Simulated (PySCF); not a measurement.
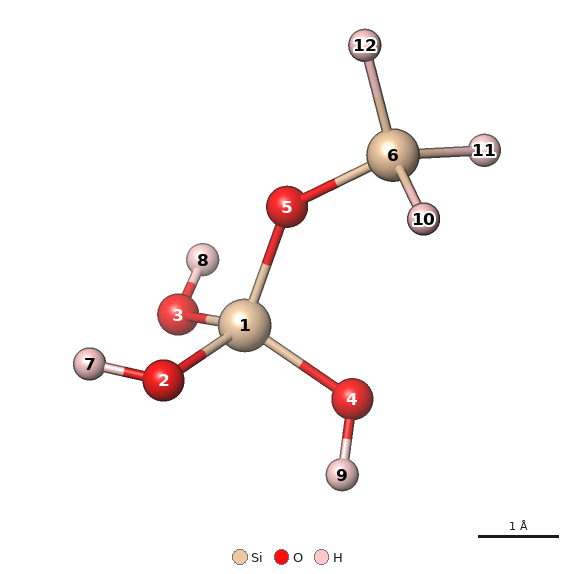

Orthographic view. Distant atoms are faded towards the background colour. The geometry was computed by an optimisation with PBE0-D3(BJ)/def2-SVP. No frequency run is at hand to confirm it as a minimum.

Write a MOL file (V2000) with the atoms in numerical order, bonds sorted by atom number with the orders drawn, and coordinates in the frame of the picture: x right, y up, z towards the viewer, origin at the mean position.

```
H6O4Si2
                    3D

 12 11  0  0  0  0  0  0  0  0999 V2000
   -0.6200   -0.6400   -0.3600 Si  0  0  0  0  0  4  0  0  0  0  0  0
   -1.6400   -1.3400    0.7200 O   0  0  0  0  0  0  0  0  0  0  0  0
   -1.4600   -0.5000   -1.7700 O   0  0  0  0  0  0  0  0  0  0  0  0
    0.7400   -1.5700   -0.4300 O   0  0  0  0  0  0  0  0  0  0  0  0
   -0.0800    0.8500    0.0600 O   0  0  0  0  0  0  0  0  0  0  0  0
    1.2500    1.5100    0.8100 Si  0  0  0  0  0  4  0  0  0  0  0  0
   -2.5700   -1.1300    0.6000 H   0  0  0  0  0  0  0  0  0  0  0  0
   -1.1500    0.1900   -2.3700 H   0  0  0  0  0  0  0  0  0  0  0  0
    0.6100   -2.5200   -0.3900 H   0  0  0  0  0  0  0  0  0  0  0  0
    1.6300    0.7000    2.0100 H   0  0  0  0  0  0  0  0  0  0  0  0
    2.4000    1.5700   -0.1300 H   0  0  0  0  0  0  0  0  0  0  0  0
    0.8900    2.8900    1.2400 H   0  0  0  0  0  0  0  0  0  0  0  0
  1  2  1  0
  1  3  1  0
  1  4  1  0
  1  5  1  0
  2  7  1  0
  3  8  1  0
  4  9  1  0
  5  6  1  0
  6 10  1  0
  6 11  1  0
  6 12  1  0
M  END
```
